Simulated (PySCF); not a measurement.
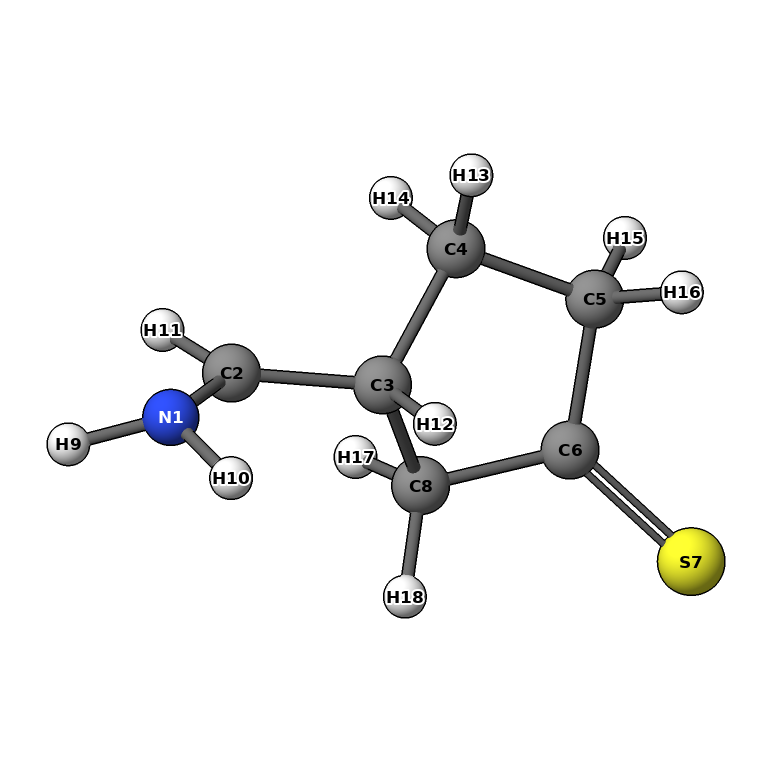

The questions are on Mulliken spin populations. Charge 0, doublet. Computed geometry: GFN2-xTB optimisation. No frequency run is at hand to confirm it as a minimum. Method: UKS B3LYP, pcH-1 on C H N S, non-relativistic (PySCF 2.14.0).

List the Mulliken spin populations.

| atom | value (e) |
| --- | --- |
| N1 | 0.18 |
| C2 | 0.82 |
| C3 | −0.08 |
| C4 | 0.03 |
| C5 | 0.00 |
| C6 | 0.02 |
| S7 | 0.03 |
| C8 | 0.04 |
| H9 | 0.00 |
| H10 | 0.00 |
| H11 | −0.04 |
| H12 | 0.00 |
| H13 | 0.00 |
| H14 | 0.00 |
| H15 | 0.00 |
| H16 | 0.00 |
| H17 | 0.00 |
| H18 | 0.00 |

Mulliken values depend strongly on the basis set.
